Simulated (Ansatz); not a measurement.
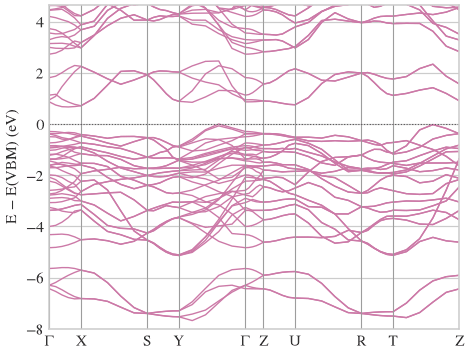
Figure. Band structure from the program Ansatz at the PBEsol level (PAW)

Question: Read off the gap and where the band edges lie.

Answer: About 0.7 eV (0.66 eV by a search for the band edges); maximum on the Y–Γ line, 61 % of the way from Y, minimum on the Γ–X line, 56 % of the way from Γ.

The material is SrSnS3 in space group Pnma (No. 62; Pearson symbol oP20).

The first step of the workflow began from a Materials Project structure, measured or hypothetical; the Crystallography Open Database copy checked does not list it. Its standing as an ambient phase is unchecked. The cell was relaxed with PBEsol under the symmetry of its start; of distortions, only those at the zone centre were tested. Spin–orbit coupling is left out wherever it is not named.

Potentials: the later of the program's two PAW sets.
